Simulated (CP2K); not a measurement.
# SnH2BrCl (SMILES [Cl][SnH2][Br]) at PM6

What is the energy change on altering one bond length of SnH2BrCl at PM6? 

The calculation is run with CP2K 2026.2.

1 further run of the same task is left out (set aside as unsound or not needed).

### Step 1. Starting point

SnH2BrCl has 5 atoms, charge 0, and is taken as a singlet. As SMILES, `[Cl][SnH2][Br]`. Geometry: relaxed at PBE0-D4/def2-TZVP.

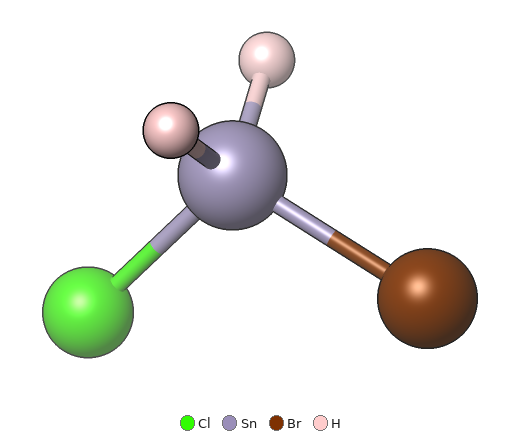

Viewed from a chosen angle; chlorine green, tin purple, bromine brown, hydrogen pink.

### Step 2. The energy at PM6

File mol.inp:

```
&FORCE_EVAL
  METHOD QUICKSTEP
  &DFT
    &QS
      METHOD PM6
      EPS_DEFAULT 1.0E-10
      &SE
        &COULOMB
          CUTOFF [angstrom] 50
          RC_RANGE [angstrom] 0
        &END COULOMB
        &EXCHANGE
          CUTOFF [angstrom] 50
          RC_RANGE [angstrom] 0
        &END EXCHANGE
      &END SE
    &END QS
    &POISSON
      PERIODIC NONE
      POISSON_SOLVER ANALYTIC
    &END POISSON
    # SCF settings
    &SCF
      SCF_GUESS ATOMIC
      EPS_SCF 1.0E-06
      MAX_SCF 100
      ADDED_MOS 2
      &DIAGONALIZATION
        ALGORITHM STANDARD
      &END DIAGONALIZATION
      &MIXING
        METHOD DIRECT_P_MIXING
        ALPHA 0.4
      &END MIXING
    &END SCF
    # extra output
    &PRINT
      &MOMENTS
        PERIODIC F
        REFERENCE COM
        MAX_MOMENT 1
      &END MOMENTS
      &MO ON
        ENERGIES T
        OCCUPATION_NUMBERS T
        NDIGITS 6
        &EACH
          QS_SCF 0
        &END EACH
        ADD_LAST NUMERIC
      &END MO
      &HIRSHFELD OFF
      &END HIRSHFELD
    &END PRINT
  &END DFT
  # atoms, cell and kinds
  &SUBSYS
    # box in angstrom
    &CELL
      ABC 19.2 19 19
      PERIODIC NONE
    &END CELL
    &COORD
      Cl    -2.002900     0.518300    -0.750000
      Sn     0.075000     0.078400     0.180100
      Br     1.214000    -1.511400    -1.319800
      H     -0.186800    -0.690000     1.669300
      H      0.950600     1.531000     0.178900
    &END COORD
    &TOPOLOGY
      &CENTER_COORDINATES
      &END CENTER_COORDINATES
    &END TOPOLOGY
  &END SUBSYS
&END FORCE_EVAL

&GLOBAL
  PROJECT_NAME mol
  RUN_TYPE ENERGY
  PRINT_LEVEL MEDIUM
&END GLOBAL
```

Run with:

```
$ OMP_NUM_THREADS=1 cp2k.psmp -i mol.inp > mol.out 2>&1
```

The log of the run:

```text
CP2K| version string:                                       CP2K version 2026.2
[...]
 GLOBAL| Method name                                                        CP2K
[...]
 GLOBAL| Run type                                                         ENERGY
[...]
                             - Atoms:                                          5
[...]
                             - Spherical basis functions:                     24
[...]
 Number of electrons:                                                         20
[...]
     1 P_Mix/Diag. 0.40E+00    0.0     0.61854105       -19.3399728939 -1.93E+01
[...]
    15 DIIS/Diag.  0.13E-06    0.0     0.00000035       -21.4976059820 -5.55E-12
  *** SCF run converged in    15 steps ***
  Core-core repulsion energy [eV]:                            630.61239773806699
  Core Hamiltonian energy [eV]:                              -911.96639794603880
  Two-electron integral energy [eV]:                         -607.25121633221727
  Electronic energy [eV]:                                   -1215.59200611214760
  Total energy [eV]:                                         -584.97960837408050
  Atomic reference energy [eV]:                               583.76989467595786
  Heat of formation [kcal/mol]:                               -27.89666280870739
[...]
 SE_DIPOLE| Moment [Debye]         -1.69431267      -1.33845460      -3.28736718
 SE_DIPOLE| Derivative [a.u.]       0.00000000       0.00000000       0.00000000
 ENERGY| Total FORCE_EVAL ( QS ) energy [hartree]            -21.497605982032251
[...]
```

It took 1.1 s on 1 thread of Intel Xeon 6975P-C (Granite Rapids), shared host; peak memory 0.19 GiB.

### Step 3. The distorted shape at the same level

File run.inp:

```
&FORCE_EVAL
  METHOD QUICKSTEP
  &DFT
    ! Quickstep
    &QS
      METHOD PM6
      EPS_DEFAULT 1.0E-10
      &SE
        &COULOMB
          CUTOFF [angstrom] 50
          RC_RANGE [angstrom] 0
        &END COULOMB
        &EXCHANGE
          CUTOFF [angstrom] 50
          RC_RANGE [angstrom] 0
        &END EXCHANGE
      &END SE
    &END QS
    ! isolated system
    &POISSON
      PERIODIC NONE
      POISSON_SOLVER ANALYTIC
    &END POISSON
    ! self-consistent field
    &SCF
      SCF_GUESS ATOMIC
      EPS_SCF 1.0E-06
      MAX_SCF 100
      ADDED_MOS 2
      &DIAGONALIZATION
        ALGORITHM STANDARD
      &END DIAGONALIZATION
      &MIXING
        METHOD DIRECT_P_MIXING
        ALPHA 0.4
      &END MIXING
    &END SCF
    ! extra output
    &PRINT
      &MOMENTS
        PERIODIC F
        REFERENCE COM
        MAX_MOMENT 1
      &END MOMENTS
      &MO ON
        ENERGIES T
        OCCUPATION_NUMBERS T
        NDIGITS 6
        &EACH
          QS_SCF 0
        &END EACH
        ADD_LAST NUMERIC
      &END MO
      &HIRSHFELD OFF
      &END HIRSHFELD
    &END PRINT
  &END DFT
  &SUBSYS
    &CELL
      ABC 19.2 19 18.8
      PERIODIC NONE
    &END CELL
    &COORD
      Cl    -2.029076     0.441472    -0.601103
      Sn     0.048824     0.001572     0.328997
      Br     1.187824    -1.588228    -1.170903
      H     -0.186800    -0.690000     1.669300
      H      0.924424     1.454172     0.327797
    &END COORD
    &TOPOLOGY
      &CENTER_COORDINATES
      &END CENTER_COORDINATES
    &END TOPOLOGY
  &END SUBSYS
&END FORCE_EVAL
&GLOBAL
  PROJECT run
  RUN_TYPE ENERGY
  PRINT_LEVEL MEDIUM
&END GLOBAL
```

Run with:

```
$ OMP_NUM_THREADS=1 cp2k.psmp -i run.inp > run.out 2>&1
```

The log of the run:

```text
CP2K| version string:                                       CP2K version 2026.2
[...]
 GLOBAL| Method name                                                        CP2K
[...]
 GLOBAL| Run type                                                         ENERGY
[...]
                             - Atoms:                                          5
[...]
                             - Spherical basis functions:                     24
[...]
 Number of electrons:                                                         20
[...]
     1 P_Mix/Diag. 0.40E+00    0.0     0.62031968       -19.2749820641 -1.93E+01
[...]
    15 DIIS/Diag.  0.19E-06    0.0     0.00000057       -21.4824324427 -7.62E-12
  *** SCF run converged in    15 steps ***
  Core-core repulsion energy [eV]:                            636.11559288177045
  Core Hamiltonian energy [eV]:                              -912.95856109839303
  Two-electron integral energy [eV]:                         -615.44749430754905
  Electronic energy [eV]:                                   -1220.68230825216756
  Total energy [eV]:                                         -584.56671537039722
  Atomic reference energy [eV]:                               583.76989467595786
  Heat of formation [kcal/mol]:                               -18.37512319342308
[...]
 SE_DIPOLE| Moment [Debye]         -1.70621515      -1.34920566      -3.30303747
 SE_DIPOLE| Derivative [a.u.]       0.00000000       0.00000000       0.00000000
 ENERGY| Total FORCE_EVAL ( QS ) energy [hartree]            -21.482432442683432
[...]
```

It took 1.1 s on 1 thread of Intel Xeon 6975P-C (Granite Rapids), shared host; peak memory 0.19 GiB.

### Step 4. Summary of results

Level: PM6.

```
                                                          quantity           value
                                         first shape: total energy    -21.49761 Eh
                                        first shape: dipole moment          3.93 D
                                          first shape: HOMO energy       -10.70 eV
                                          first shape: LUMO energy        -1.13 eV
                                        first shape: HOMO–LUMO gap         9.57 eV
                                    first shape: heat of formation  -27.9 kcal/mol
                                     distorted shape: total energy    -21.48243 Eh
                                    distorted shape: dipole moment          3.95 D
                                      distorted shape: HOMO energy       -10.74 eV
                                      distorted shape: LUMO energy        -1.04 eV
                                    distorted shape: HOMO–LUMO gap         9.70 eV
                                distorted shape: heat of formation  -18.4 kcal/mol
energy change with the Sn2–H4 bond shortened from 1.696 to 1.527 Å        0.413 eV
```

**Reading.** With the Sn2–H4 bond shortened from 1.696 to 1.527 Å the energy rises by 0.41 eV (9.5 kcal/mol). The first shape isn't relaxed at this level, so the change isn't measured from a minimum.
